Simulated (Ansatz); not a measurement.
## Run report: AlH3, phonon calculation

System: AlH3.
Method: RKS PBE0-D4/def2-TZVP (Ansatz 0.2.0).

The geometry comes from this level: PBE0-D4/def2-TZVP. Figures and captions count atoms from 1; the log counts them from 0 in places.

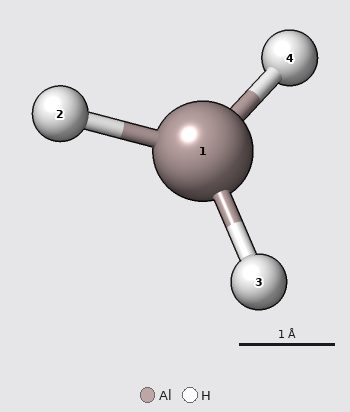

The input geometry (ball-and-stick view, seen at a tilt; atoms are numbered from 1 in the order of the input). Sticks mark near contacts. Bond lengths as drawn: Al–H 1.59 Å.

**The input**
```yaml
crystal:
  periodic: [false, false, false]
  atoms:
    - {symbol: Al, position_ang: [0.013734, -0.014817, -0.005118]}
    - {symbol: H, position_ang: [0.633214, 0.670863, 1.283643]}
    - {symbol: H, position_ang: [-1.340838, -0.832004, 0.105076]}
    - {symbol: H, position_ang: [0.749390, 0.115658, -1.403901]}
basis:
  gaussian: {orbitals: def2-TZVP}
hamiltonian: {xc: pbe0, dispersion: d4}
phonons: {temperatures: {t_min: 298.15, t_max: 900, t_step: 200}}
```

**What the program printed**
```
Functional definition: PBE0
  name "PBE0"
  cite "Adamo & Barone, J. Chem. Phys. 110, 6158 (1999) doi:10.1063/1.478522"
  cite "Perdew, Burke & Ernzerhof, Phys. Rev. Lett. 77, 3865 (1996) doi:10.1103/PhysRevLett.77.3865"
  parent pbe
  parameter a = 0.25
  parameter kappa = 0.804
  parameter beta = 0.06672455060314922
  exchange = (1 - a)*pbe_x(kappa = kappa, mu = beta*pi^2/3) + a*exact_x
  correlation = pbe_c(beta = beta)
411 factors; their error is unknown
mean field evaluation 1: about -6641.3358 eV, gradient 1.0e1 eV
mean field evaluation 2: about -6641.6873 eV, gradient 2.6e0 eV
mean field evaluation 4: about -6641.7083 eV, gradient 4.7e-2 eV
mean field evaluation 8: about -6641.7200 eV, gradient 7.7e-4 eV
mean field -6641.72002880 eV, -244.0787091387 hartree, gradient 3.8e-5 eV, S^2 0.000000; 0 other end points of the search recorded, 0 dependent functions left out
the calculation of the forces begins
reference -6641.72005885 eV, -244.0787102432 hartree; 8, 8 occupied and 47, 47 virtual orbitals, 411 factors
these checks for a lower state are left out or cut short: stability, starts, cluster_reference, orbital_swaps, neighbouring_geometries, increment
411 factors; their error is unknown
mean field evaluation 16: about -6641.7200 eV, gradient 1.3e-6 eV
mean field -6641.71997675 eV, -244.0787072262 hartree, gradient 1.3e-6 eV, S^2 0.000000; 0 other end points of the search recorded, 0 dependent functions left out
[... from here on the field's lines of each further geometry are left out, up to the last ...]
the calculation of the forces begins
reference -6641.72002315 eV, -244.0787089313 hartree; 8, 8 occupied and 47, 47 virtual orbitals, 411 factors
these checks for a lower state are left out or cut short: stability, starts, cluster_reference, orbital_swaps, neighbouring_geometries, increment
411 factors; their error is unknown
mean field -6641.71999773 eV, -244.0787079970 hartree, gradient 6.0e-7 eV, S^2 0.000000; 0 other end points of the search recorded, 0 dependent functions left out
the calculation of the forces begins
reference -6641.72002778 eV, -244.0787091015 hartree; 8, 8 occupied and 47, 47 virtual orbitals, 411 factors
Total energy: -6641.74390924 eV, -244.0795867287 hartree
Atom 0 at     0.013734    -0.014817    -0.005118 Å, force     0.000951    -0.001685     0.000306 eV/Å
Atom 1 at     0.633214     0.670863     1.283643 Å, force    -0.000313     0.000554    -0.000146 eV/Å
Atom 2 at    -1.340838    -0.832004     0.105076 Å, force    -0.000435     0.000507    -0.000020 eV/Å
Atom 3 at     0.749390     0.115658    -1.403901 Å, force    -0.000203     0.000624    -0.000140 eV/Å
Dipole moment:    -0.000177     0.000331    -0.000052 e Å
Vibrations: 703.64 788.76 788.77 1925.57 1934.54 1934.56 cm⁻¹, zero-point energy 0.500638 eV
```

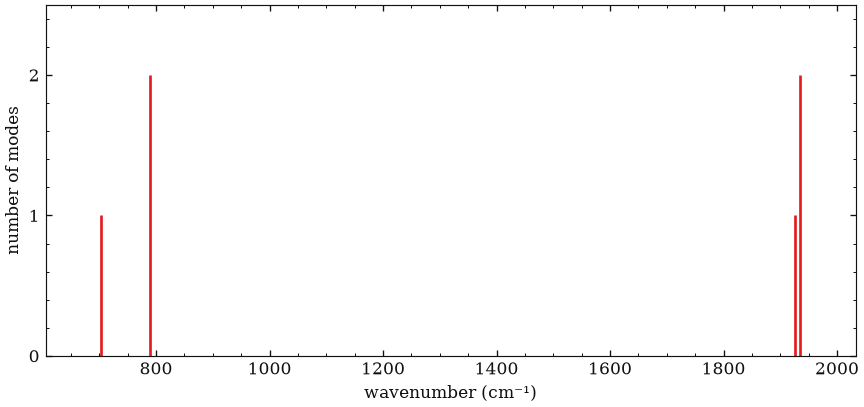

Harmonic vibrational wavenumbers from the force constants; neighbouring modes closer than 6 cm⁻¹ are counted in one stick. 6 modes from 704 to 1935 cm⁻¹, none imaginary.

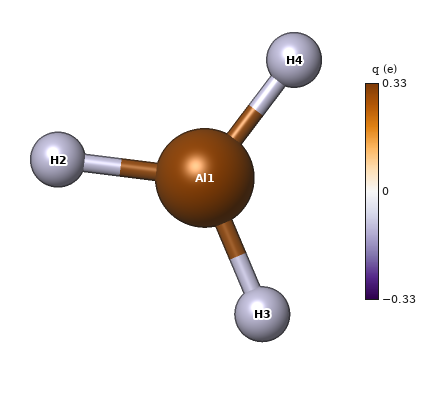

Mulliken charges, as the colour of each atom (ball-and-stick view, seen on its broad side; atoms are numbered from 1 in the order of the input). By element: Al +0.31 and H −0.10 e.

**Summary**

```json
{"quantity": "outcome", "value": "converged"}
{"quantity": "total energy", "value": "−6641.7439 eV"}
{"quantity": "mean-field energy", "value": "−6641.7201 eV"}
{"quantity": "dispersion energy", "value": "−0.0239 eV"}
{"quantity": "largest force (length of the vector)", "value": "0.002 eV/Å"}
{"quantity": "dipole moment", "value": "0.00 D"}
{"quantity": "hardware", "value": "2 CPU threads, shared host"}
{"quantity": "wall time", "value": "6 s (CPU time 10 s)"}
{"quantity": "peak memory", "value": "0.11 GiB"}
```
